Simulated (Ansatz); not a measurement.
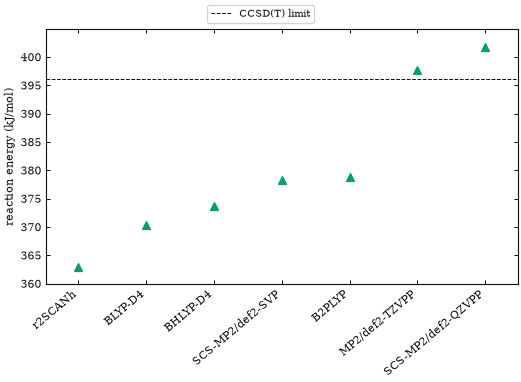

Electronic reaction energy of C₂H₈Si (C[SiH2]C) → CH₃ ([CH3]) [doublet] + CH₅Si (C[SiH2]) [doublet] (SMILES in brackets) at several levels (functionals in def2-TZVPP unless a basis is named), isolated molecules at PBE0-D4 triple-zeta geometries, minima by their frequencies, no zero-point or thermal terms, the Ansatz code. The line is frozen-core CCSD(T) at the basis limit (MP2 extrapolated from triple and quadruple zeta, plus CCSD(T) less MP2 in a smaller set). B2PLYP holds a correlation term that converges slowly with the basis, so part of the distance to the limit is basis error. No dispersion term is added to r2SCANh and B2PLYP. The distance of SCS-MP2/def2-SVP, MP2/def2-TZVPP and SCS-MP2/def2-QZVPP to the limit includes basis error. The limit lies 10.6 kJ/mol from CCSD(T)/def2-TZVPP, so the line itself is uncertain by a part of that.

Which level comes closest to the line (CCSD(T) limit), and which misses most?

Closest MP2/def2-TZVPP (397.7 kJ/mol), against 396.2 kJ/mol; farthest r2SCANh (363.0 kJ/mol).

Give the values.

```tsv
level	kJ/mol	less CCSD(T) limit
r2SCANh	363.0	−33.2
BLYP-D4	370.3	−25.8
BHLYP-D4	373.6	−22.6
SCS-MP2/def2-SVP	378.2	−18.0
B2PLYP	378.7	−17.4
MP2/def2-TZVPP	397.7	1.5
SCS-MP2/def2-QZVPP	401.7	5.6
CCSD(T) limit	396.2	0.0
```
